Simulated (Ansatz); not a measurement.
Input file:

```
crystal:
  periodic: [false, false, false]
  atoms:
    - { symbol: Al, position_ang: [-0.000248, 0.517324, -0.303269] }
    - { symbol: O, position_ang: [-0.137007, -0.145959, 2.58065] }
    - { symbol: H, position_ang: [-1.109145, -0.224081, 2.667031] }
    - { symbol: F, position_ang: [1.4026, -0.280572, -0.758237] }
    - { symbol: O, position_ang: [-1.574803, -0.012527, -0.721568] }
    - { symbol: H, position_ang: [-1.729365, -0.87893, -1.134362] }
    - { symbol: "N", position_ang: [0.130922, 2.168768, 0.574058] }
    - { symbol: H, position_ang: [1.032886, 2.654791, 0.597961] }
    - { symbol: H, position_ang: [-0.628499, 2.855635, 0.531662] }
    - { symbol: H, position_ang: [-0.019141, 0.824352, 2.378874] }
basis:
  gaussian: { orbitals: def2-SVP }
hamiltonian:
  xc: blyp
  dispersion: d4
relax:
  f_tol: 0.03
  max_steps: 50
output:
  orbitals: {}
```

Run with:

```sh
ansatz run input.yaml --threads 2 --pin off --max-ram 3072MiB --backend cpu --events-out ev --progress --plain --runs-dir out
```

The fields are those of the run's last geometry, not of the input's.

The calculation used RKS BLYP-D4/def2-SVP (Ansatz).

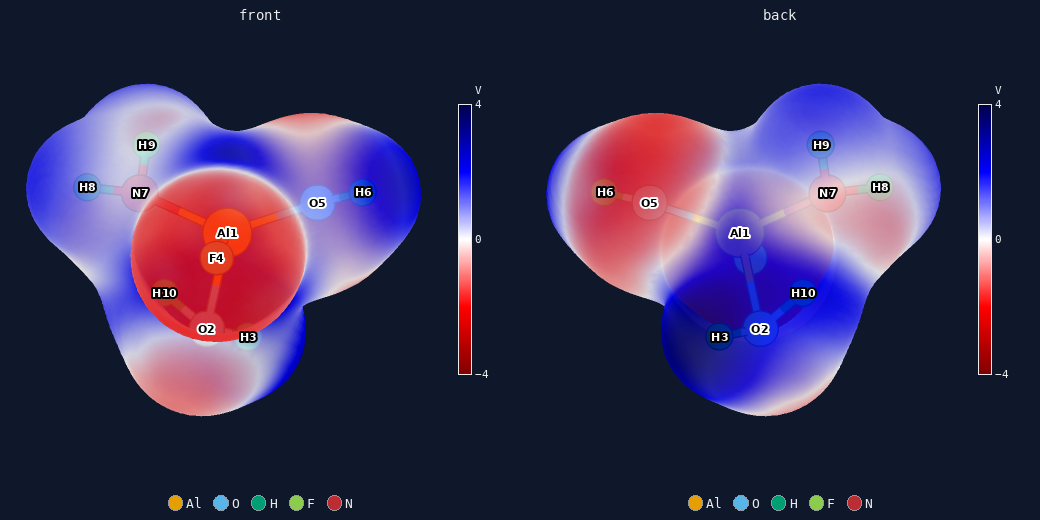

AlFH₅NO₂. The molecular electrostatic potential painted on the density surface at 0.004 e/bohr³, seen from the front and from behind; the colour scale runs from red (negative) to blue (positive).

Q: Describe the electrostatic potential map.

A: The most negative region (about −1.9 V, or −44 kcal/mol for a unit charge) lies over F4, the most positive (about +3.6 V, or +83 kcal/mol for a unit charge) over H3.
